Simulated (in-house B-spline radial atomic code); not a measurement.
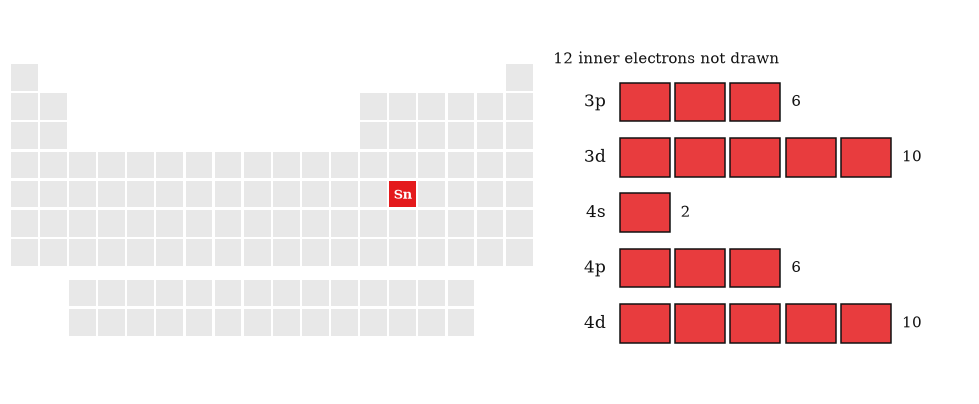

*Left, the place of tin in the periodic table; right, the outer shells as the input fills them: a box for each of the 2l + 1 orbitals, shaded by the share of the shell that is filled, with the electron count at the right.*

RPA and GW calculation, with input and output: Sn⁴⁺

Sn⁴⁺, configuration [Kr] 4d10. Computed at this level: RPA, second-order and SOSEX correlation energies and G0W0 (contour deformation) on a scalar-relativistic (spin-free one-electron X2C) mean field, all electrons, B-spline basis (in-house B-spline radial atomic code).

## Input
```
Z = 50
electrons = 46.0
configuration = [Kr] 4d10
hamiltonian = x2c
method = camb3lyp
lmax = 9
rms_radius = 4.6519
spin_polarised = False
box_radius = 11.96
intervals = 68
```

The run was one of a batch that the task file lists, launched with:
```bash
python <driver script> task.json out
```

The program writes its results to a structured record and prints no log; tables and figures of this report are taken from that record.

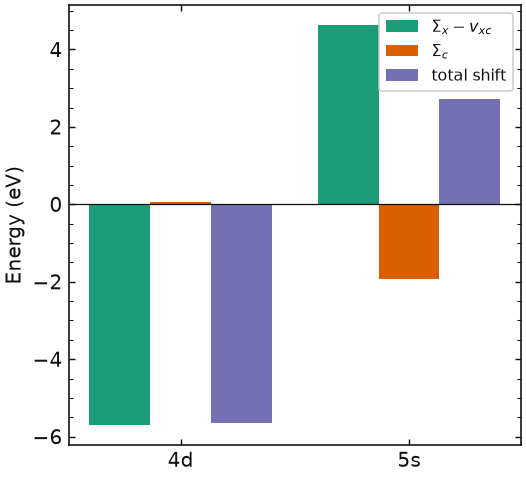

*Parts of the G₀W₀ correction to each level for Sn⁴⁺ ([Kr] 4d¹⁰). All-electron spherical atom, scalar X2C, CAM-B3LYP start, no spin-orbit coupling, Breit or QED terms; computed with a B-spline radial code. The quasi-particle equation is solved at full frequency; levels of low quasi-particle weight Z are left out. Σ columns are in eV, and Σc holds an estimate for the angular momenta beyond the basis.*

G₀W₀ moves the highest occupied level, 4d, from −71.85 to −77.49 eV (renormalisation factor Z = 0.96). The empty level 5s goes from −43.78 to −41.06 eV.

```
Level  Mean field (eV)  Σx − vxc (eV)  Σc (eV)     Z  G₀W₀ (eV)
   4d           −71.85          −5.71     0.06  0.96     −77.49
   5s           −43.78           4.64    −1.92  0.98     −41.06
```

## Summary

- outcome: converged
- mean-field total energy: −6173.45275 hartree
- total energy with exact exchange alone: −6170.56164 hartree
- exact exchange energy: −162.98446 hartree
- RPA correlation, extrapolated in the angular momentum of the empty orbitals: −3.56390 hartree
- RPA correlation, as summed: −3.50500 hartree
- direct second-order term: −3.98853 hartree
- second-order exchange term: 1.10902 hartree
- SOSEX term: 1.04327 hartree
- hardware: 1 CPU thread, shared host
- wall time: 4.6 s

## Notes

Caveats: spin-orbit coupling, Breit and QED terms are absent.
